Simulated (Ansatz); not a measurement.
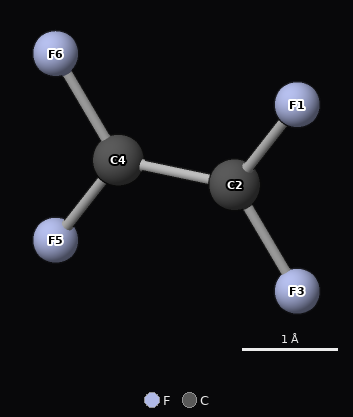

**Figure 1.** The structure of the first run (ball-and-stick view, seen at a tilt; atoms are numbered from 1 in the order of the input). Bond lengths as drawn: C–C 1.34 Å and C–F 1.32 Å.

# Two runs on C₂F₄

System: C₂F₄.
Method of the first run: RKS B3LYP-D4/def2-TZVPP (Ansatz 0.2.0).

Text and figures count atoms from 1; the logs count them from 0 in places.

**Input file, the first run**
```yaml
crystal:
  periodic: [false, false, false]
  atoms:
    - { symbol: F, position_ang: [-1.35672244, -0.00566005, 1.15786868] }
    - { symbol: C, position_ang: [-0.67135063, -0.0248943, 0.02427597] }
    - { symbol: F, position_ang: [-1.43338489, -0.0977327, -1.0569942] }
    - { symbol: C, position_ang: [0.67135169, 0.02486275, -0.02427555] }
    - { symbol: F, position_ang: [1.35672202, 0.00568102, -1.15786984] }
    - { symbol: F, position_ang: [1.43338425, 0.09771327, 1.05699494] }
basis:
  gaussian: { orbitals: def2-TZVPP }
hamiltonian:
  xc: { name: B3LYP }
  dispersion: d4
relax:
  f_tol: 0.002
  max_steps: 150
```

Command:
```bash
ansatz run input.yaml --threads 4 --pin off --max-ram 10240MiB --backend cpu --events-out ev --progress --plain --runs-dir out
```

Hardware: 4 threads of Intel Xeon @ 2.50GHz (Skylake/Cascade Lake), 64 GiB of memory available, shared host.

**Output, shortened to warnings, some set-up lines, iterations and results (the first run)**
```
[...]
mean field evaluation 1: about -12943.4973 eV, gradient 3.7e1 eV
mean field evaluation 2: about -12942.9867 eV, gradient 4.3e1 eV
mean field evaluation 4: about -12945.1939 eV, gradient 1.1e0 eV
mean field evaluation 8: about -12945.2318 eV, gradient 4.1e-1 eV
mean field evaluation 16: about -12945.2320 eV, gradient 6.2e-6 eV
relax step   1: F+E_penalty+E_count = -12945.37778193 eV  Δ(F+E_penalty+E_count) = +0.000e0 eV  max|allowed force component| = 1.120e0 eV/Å  Δτ_max = 0.0000 Å  (29 SCF iters, …
relax step   2: F+E_penalty+E_count = -12945.39826618 eV  Δ(F+E_penalty+E_count) = -2.048e-2 eV  max|allowed force component| = 2.804e-1 eV/Å  Δτ_max = 0.0103 Å  (32 SCF …
mean field evaluation 32: about -12945.2534 eV, gradient 7.1e-6 eV
relax step   3: F+E_penalty+E_count = -12945.39987678 eV  Δ(F+E_penalty+E_count) = -1.611e-3 eV  max|allowed force component| = 1.174e-2 eV/Å  Δτ_max = 0.0035 Å  (33 SCF …
relax step   4: F+E_penalty+E_count = -12945.39990527 eV  Δ(F+E_penalty+E_count) = -2.849e-5 eV  max|allowed force component| = 2.757e-2 eV/Å  Δτ_max = 0.0018 Å  (34 SCF …
relax step   5: F+E_penalty+E_count = -12945.39991724 eV  Δ(F+E_penalty+E_count) = -1.197e-5 eV  max|allowed force component| = 9.450e-4 eV/Å  Δτ_max = 0.0005 Å  (34 SCF …
mean field evaluation 64: about -12945.2192 eV, gradient 1.3e-2 eV
mean field -12945.25349231 eV, -475.7292912343 hartree, gradient 7.2e-6 eV, S^2 0.000000; 1 other end points of the search recorded, 0 dependent functions left out
the calculation of the forces begins
reference -12945.25366006 eV, -475.7292973991 hartree; 24, 24 occupied and 162, 162 virtual orbitals, 984 factors
Total energy: -12945.40008499 eV, -475.7346784161 hartree
Atom 0 at    -1.346736    -0.005628     1.149429 Å, force    -0.000166    -0.000013     0.000329 eV/Å
Atom 1 at    -0.659532    -0.024450     0.023845 Å, force     0.000942     0.000075    -0.000025 eV/Å
Atom 2 at    -1.422844    -0.097010    -1.049297 Å, force    -0.000187    -0.000040    -0.000319 eV/Å
Atom 3 at     0.659533     0.024431    -0.023845 Å, force    -0.000945     0.000004     0.000022 eV/Å
Atom 4 at     1.346737     0.005623    -1.149429 Å, force     0.000167    -0.000027    -0.000327 eV/Å
Atom 5 at     1.422843     0.097005     1.049297 Å, force     0.000189     0.000000     0.000320 eV/Å
Dipole moment:     0.000000    -0.000002     0.000000 e Å
```

For the second run the input was changed thus:
```diff
-  xc: { name: B3LYP }
+  xc: r2scan
```

Predict how the results change.

The total energies belong to different methods, so their difference says nothing on which is more stable or more accurate. The functional changes from B3LYP to r2SCAN.

**Output, shortened to warnings, some set-up lines, iterations and results (the second run)**
```
[...]
mean field evaluation 1: about -12938.0768 eV, gradient 3.5e1 eV
mean field evaluation 2: about -12938.2004 eV, gradient 3.6e1 eV
mean field evaluation 4: about -12939.7620 eV, gradient 1.3e0 eV
mean field evaluation 8: about -12939.7527 eV, gradient 4.0e-1 eV
mean field evaluation 16: about -12939.7529 eV, gradient 5.4e-5 eV
relax step   1: F+E_penalty+E_count = -12939.77509912 eV  Δ(F+E_penalty+E_count) = +0.000e0 eV  max|allowed force component| = 8.839e-1 eV/Å  Δτ_max = 0.0000 Å  (30 SCF …
relax step   2: F+E_penalty+E_count = -12939.79346702 eV  Δ(F+E_penalty+E_count) = -1.837e-2 eV  max|allowed force component| = 2.070e-1 eV/Å  Δτ_max = 0.0102 Å  (32 SCF …
mean field evaluation 32: about -12939.7728 eV, gradient 6.6e-3 eV
relax step   3: F+E_penalty+E_count = -12939.79508584 eV  Δ(F+E_penalty+E_count) = -1.619e-3 eV  max|allowed force component| = 1.036e-2 eV/Å  Δτ_max = 0.0039 Å  (33 SCF …
relax step   4: F+E_penalty+E_count = -12939.79511001 eV  Δ(F+E_penalty+E_count) = -2.418e-5 eV  max|allowed force component| = 1.218e-2 eV/Å  Δτ_max = 0.0008 Å  (34 SCF …
relax step   5: F+E_penalty+E_count = -12939.79511442 eV  Δ(F+E_penalty+E_count) = -4.407e-6 eV  max|allowed force component| = 4.151e-4 eV/Å  Δτ_max = 0.0004 Å  (34 SCF …
mean field evaluation 64: about -12939.7926 eV, gradient 2.4e-1 eV
mean field -12939.77285650 eV, -475.5278815834 hartree, gradient 1.0e-5 eV, S^2 0.000000; 1 other end points of the search recorded, 0 dependent functions left out
the calculation of the forces begins
reference -12939.77286251 eV, -475.5278818043 hartree; 24, 24 occupied and 162, 162 virtual orbitals, 984 factors
Total energy: -12939.79512043 eV, -475.5286997676 hartree
Atom 0 at    -1.346783    -0.005663     1.148757 Å, force    -0.000089     0.000034     0.000105 eV/Å
Atom 1 at    -0.660932    -0.024490     0.023895 Å, force     0.000415    -0.000050    -0.000016 eV/Å
Atom 2 at    -1.422844    -0.096989    -1.048623 Å, force    -0.000092     0.000025    -0.000096 eV/Å
Atom 3 at     0.660932     0.024495    -0.023896 Å, force    -0.000410    -0.000080     0.000022 eV/Å
Atom 4 at     1.346784     0.005646    -1.148756 Å, force     0.000086     0.000032    -0.000107 eV/Å
Atom 5 at     1.422844     0.096971     1.048623 Å, force     0.000089     0.000040     0.000093 eV/Å
Dipole moment:    -0.000000     0.000002    -0.000000 e Å
```

**The two runs side by side**

```tsv
quantity	the first run	the second run
outcome	converged	converged
total energy (hartree)	−475.734678	−475.528700
largest force (eV/Å)	0.001	0.000
basis functions	186	186
wall time (shared host)	14 s	16 s
```
